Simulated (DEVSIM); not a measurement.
Device: abrupt Si p-n junction, at 400 K.

```csv
layer (left to right),material,thickness (μm),Nd (cm⁻³),Na (cm⁻³),τn (s),τp (s)
1,Si,26.0,-,1.1e19,1.5e-7,1.5e-7
2,Si,25.0,3.5e17,-,1.5e-7,1.5e-7
```

Left contact: ohmic. Right contact: ohmic. Voltage is applied to the left contact. Recombination: SRH at mid-gap, Auger. Mobility is constant in doping.

Constants are typed, rounded textbook-type inputs, not results; the design itself was drawn at random and stands for no fabricated device. Values at 300 K; Nc and Nv go as T^1.5, mobilities as T to minus their exponent, the gap by Varshni's rule with the affinity fixed.

| parameter | Si |
|---|---|
| gap (eV) | 1.124 |
| affinity (eV) | 4.05 |
| permittivity | 11.7 |
| Nc (cm⁻³) | 2.86e19 |
| Nv (cm⁻³) | 3.1e19 |
| μn (cm²/Vs) | 1417 |
| μp (cm²/Vs) | 470 |
| T exponent of μn | 2.3 |
| T exponent of μp | 2.2 |
| Cn (cm⁶/s) | 2.8e-31 |
| Cp (cm⁶/s) | 9.9e-32 |
| Varshni α (eV/K) | 0.000473 |
| Varshni β (K) | 636 |

Simulated with DEVSIM: 1D drift-diffusion, Boltzmann statistics, complete ionisation; no tunnelling, impact ionisation, image-force lowering or self-heating.

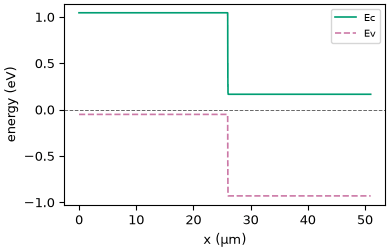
*Band edges at zero bias*

Energies count from the Fermi level of the right contact; mesh points crowd at the junctions.

```
x (μm)   Ec (eV)  Ev (eV)  n (cm⁻³)  p (cm⁻³)  field (V/cm)
-------  -------  -------  --------  --------  ------------
0.000      1.046   -0.051   2900000    1.1e19           ≈ 0
0.04820    1.046   -0.051   2900000    1.1e19           ≈ 0
0.1930     1.046   -0.051   2900000    1.1e19           ≈ 0
0.6281     1.046   -0.051   2900000    1.1e19           ≈ 0
2.691      1.046   -0.051   2900000    1.1e19           ≈ 0
8.132      1.046   -0.051   2900000    1.1e19           ≈ 0
18.96      1.046   -0.051   2900000    1.1e19           ≈ 0
24.39      1.046   -0.051   2900000    1.1e19           ≈ 0
25.48      1.046   -0.051   2900000    1.1e19           ≈ 0
25.84      1.046   -0.051   2900000    1.1e19           ≈ 0
25.96      1.046   -0.051   2900000    1.1e19           ≈ 0
26.02      0.599   -0.498    1.3e12    2.6e13       -210000
26.09      0.167   -0.930    3.5e17     9.2e7          -200
26.33      0.167   -0.930    3.5e17     9.2e7           ≈ 0
27.51      0.167   -0.930    3.5e17     9.2e7           ≈ 0
30.59      0.167   -0.930    3.5e17     9.2e7           ≈ 0
39.48      0.167   -0.930    3.5e17     9.2e7           ≈ 0
47.18      0.167   -0.930    3.5e17     9.2e7           ≈ 0
50.10      0.167   -0.930    3.5e17     9.2e7           ≈ 0
50.72      0.167   -0.930    3.5e17     9.2e7           ≈ 0
50.92      0.167   -0.930    3.5e17     9.2e7           ≈ 0
51.00      0.167   -0.930    3.5e17     9.2e7           ≈ 0
```
